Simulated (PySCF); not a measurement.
## Single-point calculation, with input and output: WS2 (charge +1)

- system: WS2, charge +1, multiplicity 2
- method: UHF-based MP2, W def2-SVP with ECP60, S def2-SVP; non-relativistic Hamiltonian with a scalar-relativistic core potential; density fitting (PySCF 2.14.0)

The geometry comes from this level: PBE0.

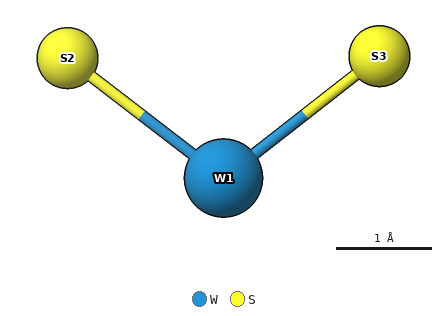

The structure (ball-and-stick view, seen at a tilt; atoms are numbered from 1 in the order of the input). Sticks mark near contacts. Bond lengths as drawn: S–W 2.08 Å.

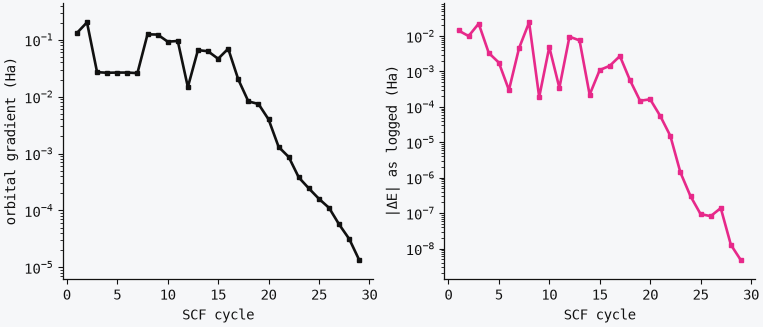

Convergence of the self-consistent field: orbital gradient and size of the energy change against the SCF cycle. The residual falls unevenly and jumps up by a factor of two or more 2 times on the way down.

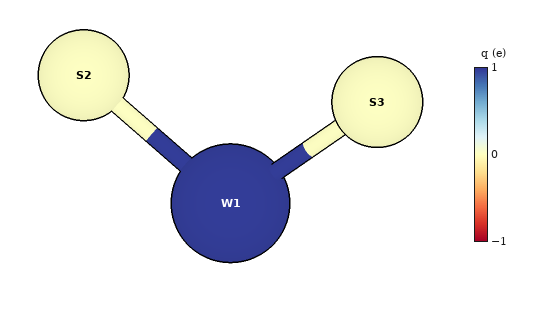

Mulliken charges, as the colour of each atom (ball-and-stick view, seen at a tilt; atoms are numbered from 1 in the order of the input). By element: W +0.97 and S +0.01 e.

These pictures come from the run below.

### Input
```python
from pyscf import gto, scf, dft
mol = gto.M(atom='''
W      0.000000     0.000000    -0.328674
S      1.645068    -0.000000     0.949757
S     -1.645068     0.000000     0.949757''',
    basis={'W': 'def2-SVP', 'S': 'def2-SVP'},
    ecp={'W': 'def2-SVP'},
    charge=1, spin=1)
mf = scf.UHF(mol)
aux = {'W': 'def2-universal-JKFIT', 'S': 'def2-universal-JKFIT'}
mf = mf.density_fit(auxbasis=aux)
mf.conv_tol = 1e-09
mf.diis_space = 10
mf.max_cycle = 60
mf.verbose = 4
mf.kernel()
```

The script is an equivalent of the set-up of the self-consistent field. The run itself was carried out by a driver, which started from the orbitals of the step before it where there was one and computed the further properties.

Command:
```bash
OMP_NUM_THREADS=2 python axn.py task.json out
```

### Output
```
init E= -860.885038827286
  alpha nocc = 23  HOMO = -0.544947718950844  LUMO = -0.172498289992207
  beta  nocc = 22  HOMO = -0.558860883738218  LUMO = -0.20255992232188
  HOMO = -0.544947718951  LUMO = -0.202559922322  gap/eV = 9.31685
cycle= 1 E= -860.899393622228  delta_E= -0.0144  |g|= 0.132  |ddm|= 0.348
  alpha nocc = 23  HOMO = -0.548262926643437  LUMO = -0.231521052480909
  beta  nocc = 22  HOMO = -0.562215527892672  LUMO = -0.250803090577065
  HOMO = -0.548262926643  LUMO = -0.250803090577  gap/eV = 8.09429
cycle= 2 E= -860.889402006622  delta_E= 0.00999  |g|= 0.203  |ddm|= 0.332
  alpha nocc = 23  HOMO = -0.552122535863378  LUMO = -0.194862874502215
  beta  nocc = 22  HOMO = -0.569054777128027  LUMO = -0.222226234103264
  HOMO = -0.552122535863  LUMO = -0.222226234103  gap/eV = 8.97694
cycle= 3 E= -860.911873406841  delta_E= -0.0225  |g|= 0.027  |ddm|= 0.21
  alpha nocc = 23  HOMO = -0.550414195488022  LUMO = -0.19042552983029
  beta  nocc = 22  HOMO = -0.57094665142966  LUMO = -0.220820766778589
  HOMO = -0.550414195488  LUMO = -0.220820766779  gap/eV = 8.96869
cycle= 4 E= -860.915213757424  delta_E= -0.00334  |g|= 0.0264  |ddm|= 0.0854
  alpha nocc = 23  HOMO = -0.550108434353767  LUMO = -0.187720295228712
  beta  nocc = 22  HOMO = -0.572873237412682  LUMO = -0.21944523234108
  HOMO = -0.550108434354  LUMO = -0.219445232341  gap/eV = 8.99780
cycle= 5 E= -860.916994130008  delta_E= -0.00178  |g|= 0.0266  |ddm|= 0.0437
  alpha nocc = 23  HOMO = -0.549964449636429  LUMO = -0.187191439977427
  beta  nocc = 22  HOMO = -0.573103103266167  LUMO = -0.21917475356259
  HOMO = -0.549964449636  LUMO = -0.219174753563  gap/eV = 9.00125
cycle= 6 E= -860.917293283178  delta_E= -0.000299  |g|= 0.0266  |ddm|= 0.00729
  alpha nocc = 23  HOMO = -0.551926782278429  LUMO = -0.194865160492363
  beta  nocc = 22  HOMO = -0.569397736139832  LUMO = -0.223402470891467
  HOMO = -0.551926782278  LUMO = -0.223402470891  gap/eV = 8.93960
cycle= 7 E= -860.912754880618  delta_E= 0.00454  |g|= 0.026  |ddm|= 0.114
  alpha nocc = 23  HOMO = -0.56640800814311  LUMO = -0.22790409375629
  beta  nocc = 22  HOMO = -0.548917648228216  LUMO = -0.244848695351331
  HOMO = -0.548917648228  LUMO = -0.244848695351  gap/eV = 8.27414
cycle= 8 E= -860.888352462665  delta_E= 0.0244  |g|= 0.125  |ddm|= 0.755
  alpha nocc = 23  HOMO = -0.56621229585475  LUMO = -0.227810323451662
  beta  nocc = 22  HOMO = -0.549090871595227  LUMO = -0.244750572786806
  HOMO = -0.549090871595  LUMO = -0.244750572787  gap/eV = 8.28152
cycle= 9 E= -860.888542183429  delta_E= -0.00019  |g|= 0.124  |ddm|= 0.00664
  alpha nocc = 23  HOMO = -0.561007479440458  LUMO = -0.219235480964529
  beta  nocc = 22  HOMO = -0.554832511838568  LUMO = -0.241403773117748
  HOMO = -0.554832511839  LUMO = -0.241403773118  gap/eV = 8.52883
cycle= 10 E= -860.893443099552  delta_E= -0.0049  |g|= 0.093  |ddm|= 0.195
  alpha nocc = 23  HOMO = -0.560851632615867  LUMO = -0.219336940590097
  beta  nocc = 22  HOMO = -0.554792343356947  LUMO = -0.241631754810197
  HOMO = -0.554792343357  LUMO = -0.24163175481  gap/eV = 8.52153
cycle= 11 E= -860.893097476064  delta_E= 0.000346  |g|= 0.0954  |ddm|= 0.00651
  alpha nocc = 23  HOMO = -0.561696494646401  LUMO = -0.212583759083834
  beta  nocc = 22  HOMO = -0.558306617463924  LUMO = -0.231260921538138
  HOMO = -0.558306617464  LUMO = -0.231260921538  gap/eV = 8.89937
cycle= 12 E= -860.902749025139  delta_E= -0.00965  |g|= 0.0148  |ddm|= 0.282
  alpha nocc = 23  HOMO = -0.573154619854374  LUMO = -0.225571270372729
  beta  nocc = 22  HOMO = -0.549110621448655  LUMO = -0.240474829656446
  HOMO = -0.549110621449  LUMO = -0.240474829656  gap/eV = 8.39841
cycle= 13 E= -860.895216389853  delta_E= 0.00753  |g|= 0.066  |ddm|= 0.413
  alpha nocc = 23  HOMO = -0.573941605551241  LUMO = -0.225787081681453
  beta  nocc = 22  HOMO = -0.548701158518953  LUMO = -0.24026767427909
  HOMO = -0.548701158519  LUMO = -0.240267674279  gap/eV = 8.39290
cycle= 14 E= -860.895436919244  delta_E= -0.000221  |g|= 0.063  |ddm|= 0.014
  alpha nocc = 23  HOMO = -0.574077250456207  LUMO = -0.226514689026814
  beta  nocc = 22  HOMO = -0.548497702137164  LUMO = -0.23894678662263
  HOMO = -0.548497702137  LUMO = -0.238946786623  gap/eV = 8.42331
cycle= 15 E= -860.896533462848  delta_E= -0.0011  |g|= 0.0465  |ddm|= 0.0278
  alpha nocc = 23  HOMO = -0.576733532688925  LUMO = -0.227468809421728
  beta  nocc = 22  HOMO = -0.546400016738549  LUMO = -0.240373267483101
  HOMO = -0.546400016739  LUMO = -0.240373267483  gap/eV = 8.32741
cycle= 16 E= -860.895079432857  delta_E= 0.00145  |g|= 0.0699  |ddm|= 0.116
  alpha nocc = 23  HOMO = -0.573147733267065  LUMO = -0.226637628252155
  beta  nocc = 22  HOMO = -0.548959360667269  LUMO = -0.236288551194513
  HOMO = -0.548959360667  LUMO = -0.236288551195  gap/eV = 8.50821
cycle= 17 E= -860.897806789316  delta_E= -0.00273  |g|= 0.0201  |ddm|= 0.154
  alpha nocc = 23  HOMO = -0.570841670726707  LUMO = -0.225203448982248
  beta  nocc = 22  HOMO = -0.5512504061283  LUMO = -0.234562333968077
  HOMO = -0.551250406128  LUMO = -0.234562333968  gap/eV = 8.61752
cycle= 18 E= -860.898374714108  delta_E= -0.000568  |g|= 0.00827  |ddm|= 0.0653
  alpha nocc = 23  HOMO = -0.569481419816317  LUMO = -0.225749165309918
  beta  nocc = 22  HOMO = -0.552399188673851  LUMO = -0.233606263490491
  HOMO = -0.552399188674  LUMO = -0.23360626349  gap/eV = 8.67480
cycle= 19 E= -860.89852348768  delta_E= -0.000149  |g|= 0.00746  |ddm|= 0.0535
  alpha nocc = 23  HOMO = -0.568024562948462  LUMO = -0.226531855465638
  beta  nocc = 22  HOMO = -0.554433467526223  LUMO = -0.232272483317399
  HOMO = -0.554433467526  LUMO = -0.232272483317  gap/eV = 8.76645
cycle= 20 E= -860.89868764582  delta_E= -0.000164  |g|= 0.004  |ddm|= 0.0566
  alpha nocc = 23  HOMO = -0.567327159842965  LUMO = -0.2273564480897
  beta  nocc = 22  HOMO = -0.555575597187431  LUMO = -0.231381702196107
  HOMO = -0.555575597187  LUMO = -0.231381702196  gap/eV = 8.82177
cycle= 21 E= -860.898743181148  delta_E= -5.55e-05  |g|= 0.00131  |ddm|= 0.0337
  alpha nocc = 23  HOMO = -0.567182811163083  LUMO = -0.228062595290701
  beta  nocc = 22  HOMO = -0.555989420951546  LUMO = -0.231029565291642
  HOMO = -0.555989420952  LUMO = -0.231029565292  gap/eV = 8.84261
cycle= 22 E= -860.898758359019  delta_E= -1.52e-05  |g|= 0.000872  |ddm|= 0.0175
  alpha nocc = 23  HOMO = -0.566858407787338  LUMO = -0.228248816514209
  beta  nocc = 22  HOMO = -0.556218650891684  LUMO = -0.231018043768288
  HOMO = -0.556218650892  LUMO = -0.231018043768  gap/eV = 8.84916
cycle= 23 E= -860.898756944082  delta_E= 1.41e-06  |g|= 0.00038  |ddm|= 0.00845
  alpha nocc = 23  HOMO = -0.566706400479719  LUMO = -0.228167854885681
  beta  nocc = 22  HOMO = -0.55628785048968  LUMO = -0.230992268237977
  HOMO = -0.55628785049  LUMO = -0.230992268238  gap/eV = 8.85174
cycle= 24 E= -860.898757244639  delta_E= -3.01e-07  |g|= 0.000244  |ddm|= 0.00272
  alpha nocc = 23  HOMO = -0.566593535570731  LUMO = -0.228207174955823
  beta  nocc = 22  HOMO = -0.556311430733292  LUMO = -0.231004143667097
  HOMO = -0.556311430733  LUMO = -0.231004143667  gap/eV = 8.85206
cycle= 25 E= -860.898757150602  delta_E= 9.4e-08  |g|= 0.00016  |ddm|= 0.00197
  alpha nocc = 23  HOMO = -0.566549719603979  LUMO = -0.228231358567678
  beta  nocc = 22  HOMO = -0.556362987440861  LUMO = -0.230993226309044
  HOMO = -0.556362987441  LUMO = -0.230993226309  gap/eV = 8.85376
cycle= 26 E= -860.898757068403  delta_E= 8.22e-08  |g|= 0.000111  |ddm|= 0.00125
  alpha nocc = 23  HOMO = -0.566489516843529  LUMO = -0.228195733173761
  beta  nocc = 22  HOMO = -0.55639664510824  LUMO = -0.230994379287175
  HOMO = -0.556396645108  LUMO = -0.230994379287  gap/eV = 8.85465
cycle= 27 E= -860.898756929184  delta_E= 1.39e-07  |g|= 5.67e-05  |ddm|= 0.00181
  alpha nocc = 23  HOMO = -0.566448679211864  LUMO = -0.22814848932791
  beta  nocc = 22  HOMO = -0.556432596695732  LUMO = -0.230986676242037
  HOMO = -0.556432596696  LUMO = -0.230986676242  gap/eV = 8.85583
cycle= 28 E= -860.898756916387  delta_E= 1.28e-08  |g|= 3.15e-05  |ddm|= 0.00121
  alpha nocc = 23  HOMO = -0.566446209061848  LUMO = -0.228143090405758
  beta  nocc = 22  HOMO = -0.556430608004855  LUMO = -0.230983625181093
  HOMO = -0.556430608005  LUMO = -0.230983625181  gap/eV = 8.85586
cycle= 29 E= -860.89875692105  delta_E= -4.66e-09  |g|= 1.33e-05  |ddm|= 0.000282
  alpha nocc = 23  HOMO = -0.566445978917224  LUMO = -0.228142979853355
  beta  nocc = 22  HOMO = -0.55643127954798  LUMO = -0.230985358695426
  HOMO = -0.556431279548  LUMO = -0.230985358695  gap/eV = 8.85583
Extra cycle  E= -860.898756921297  delta_E= -2.47e-10  |g|= 1.55e-05  |ddm|= 3.29e-05
converged SCF energy = -860.898756921297  <S^2> = 0.89205181  2S+1 = 2.1373365
```

### Results in brief

```json
{"quantity": "outcome", "value": "converged"}
{"quantity": "total energy", "value": "−861.500642 hartree"}
{"quantity": "SCF energy", "value": "−860.898757 hartree"}
{"quantity": "⟨S²⟩", "value": "0.892"}
{"quantity": "hardware", "value": "2 threads of Intel Xeon @ 2.90GHz (Ice Lake), 192 GiB of memory available, shared host"}
{"quantity": "wall time", "value": "2.3 s (CPU time 4.7 s)"}
{"quantity": "peak memory", "value": "0.56 GiB"}
```

⟨S²⟩ is 0.89 against 0.75 for a pure state: the solution is spin-contaminated.
